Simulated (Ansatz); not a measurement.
# [SnH5]− (SMILES [H][Sn-]([H])([H])([H])[H]): CAM-B3LYP/STO-3G

What is the energy change on altering one bond length of [SnH5]− at CAM-B3LYP/STO-3G? 

Program for the calculation: Ansatz 0.2.0.

1 further run of the same task is left out (set aside as unsound or not needed).

**1. The structure to begin with**

[SnH5]− has 6 atoms, charge -1, and is taken as a singlet. SMILES: `[H][Sn-]([H])([H])([H])[H]`. Geometry: a GFN2-xTB relaxation, a rough one for these elements and not checked as a minimum.

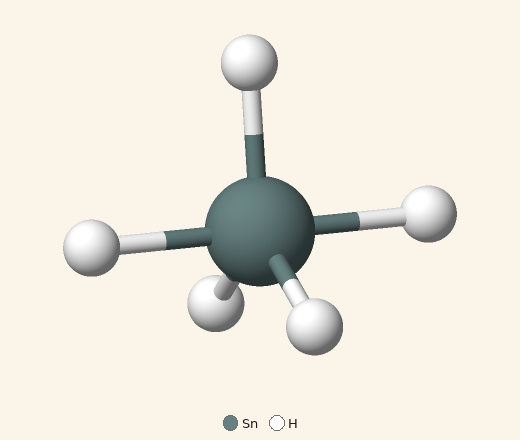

The structure, seen from a chosen angle (tin teal, hydrogen white).

**2. The energy at CAM-B3LYP/STO-3G**

The input, molecule.yaml:

```yaml
crystal:
  periodic: [false, false, false]
  atoms:
    - {symbol: Sn, position_ang: [0.000450, -0.001410, 0.000420]}
    - {symbol: H, position_ang: [-0.020070, -0.006290, 1.885790]}
    - {symbol: H, position_ang: [0.020250, 0.010720, -1.888030]}
    - {symbol: H, position_ang: [1.782780, 0.010780, 0.018860]}
    - {symbol: H, position_ang: [-0.902470, 1.535970, -0.003420]}
    - {symbol: H, position_ang: [-0.880950, -1.549760, -0.013620]}
basis:
  gaussian: {orbitals: STO-3G}
total_charge: -1
hamiltonian: {xc: {name: CAM-B3LYP}}
accuracy: high
```

Launch:

```
$ ansatz run molecule.yaml --threads 1 --pin off --max-ram 2610MiB --events-out events.jsonl --progress --plain --runs-dir runs
```

The log of the run:

```text
Warning: RAYON_NUM_THREADS=1 ignored (pool sized by the plan → 1); use --threads N
Functional definition: CAM-B3LYP
  name "CAM-B3LYP"
  parameter alpha = 0.19
  parameter beta = 0.46
  parameter omega = 0.33/bohr
  parameter ac = 0.81
  exchange = (1 - alpha - beta)*b88_x + beta*b88_x_sr(omega) + alpha*exact_x + beta*exact_x_lr(omega)
  correlation = (1 - ac)*vwn5_c + ac*lyp_c
570 factors; integrals over basis functions are off by at most 4.0e-9 eV
145 factors; integrals over basis functions are off by at most 8.7e-10 eV
mean field evaluation 1: about -162404.7433 eV, gradient 9.9e0 eV
mean field evaluation 2: about -162405.2530 eV, gradient 2.5e0 eV
mean field evaluation 4: about -162405.2853 eV, gradient 1.9e-1 eV
mean field evaluation 8: about -162405.2221 eV, gradient 1.5e-4 eV
mean field -162405.22210988 eV, -5968.2818303248 hartree, gradient 1.2e-8 eV, S^2 0.000000; 0 other end points of the search recorded, 0 dependent functions left out
reference -162405.22212326 eV, -5968.2818308166 hartree; 28, 28 occupied and 4, 4 virtual orbitals, 570 factors
Total energy: -162405.22212326 eV, -5968.2818308166 hartree
```

Wall time 1.3 s (1 thread of AMD EPYC 9R14 (Zen 4), shared host); peak memory 0.13 GiB.

**3. The distorted shape at the same level**

The input, run.yaml:

```yaml
crystal:
  periodic: [false, false, false]
  atoms:
    - symbol: Sn
      position_ang: [0.005580, -0.000190, -0.470963]
    - symbol: H
      position_ang: [-0.020070, -0.006290, 1.885790]
    - symbol: H
      position_ang: [0.025380, 0.011940, -2.359413]
    - symbol: H
      position_ang: [1.787910, 0.012000, -0.452523]
    - symbol: H
      position_ang: [-0.897340, 1.537190, -0.474803]
    - symbol: H
      position_ang: [-0.875820, -1.548540, -0.485003]
basis:
  gaussian: {orbitals: STO-3G}
total_charge: -1
hamiltonian: {xc: {name: CAM-B3LYP}}
accuracy: high
```

Launch:

```
$ ansatz run run.yaml --threads 1 --pin off --max-ram 2610MiB --events-out events.jsonl --progress --plain --runs-dir runs
```

The log of the run:

```text
Warning: RAYON_NUM_THREADS=1 ignored (pool sized by the plan → 1); use --threads N
Functional definition: CAM-B3LYP
  name "CAM-B3LYP"
  parameter alpha = 0.19
  parameter beta = 0.46
  parameter omega = 0.33/bohr
  parameter ac = 0.81
  exchange = (1 - alpha - beta)*b88_x + beta*b88_x_sr(omega) + alpha*exact_x + beta*exact_x_lr(omega)
  correlation = (1 - ac)*vwn5_c + ac*lyp_c
568 factors; integrals over basis functions are off by at most 4.0e-9 eV
145 factors; integrals over basis functions are off by at most 9.8e-10 eV
mean field evaluation 1: about -162402.7678 eV, gradient 1.3e1 eV
mean field evaluation 2: about -162403.7523 eV, gradient 7.1e0 eV
mean field evaluation 4: about -162404.0792 eV, gradient 1.3e-1 eV
mean field evaluation 8: about -162404.0054 eV, gradient 2.2e-4 eV
mean field -162404.00536705 eV, -5968.2371158504 hartree, gradient 3.4e-8 eV, S^2 0.000000; 0 other end points of the search recorded, 0 dependent functions left out
reference -162404.00538090 eV, -5968.2371163594 hartree; 28, 28 occupied and 4, 4 virtual orbitals, 568 factors
Total energy: -162404.00538090 eV, -5968.2371163594 hartree
```

Wall time 1.4 s (1 thread of AMD EPYC 9R14 (Zen 4), shared host); peak memory 0.13 GiB.

**4. What came out**

Level: CAM-B3LYP/STO-3G.

| quantity | value |
| --- | --- |
| first shape: total energy | -5968.28183 Eh |
| distorted shape: total energy | -5968.23712 Eh |
| energy change with the Sn1–H2 bond stretched from 1.885 to 2.357 Å | 1.217 eV |

In words: With the Sn1–H2 bond stretched from 1.885 to 2.357 Å the energy rises by 1.22 eV (28 kcal/mol). The first shape isn't relaxed at this level, so the change isn't measured from a minimum. The minimal basis adds a large error of its own. Relativity is left out (first shape) although the molecule holds a heavy atom. Relativity is left out (distorted shape) although the molecule holds a heavy atom.
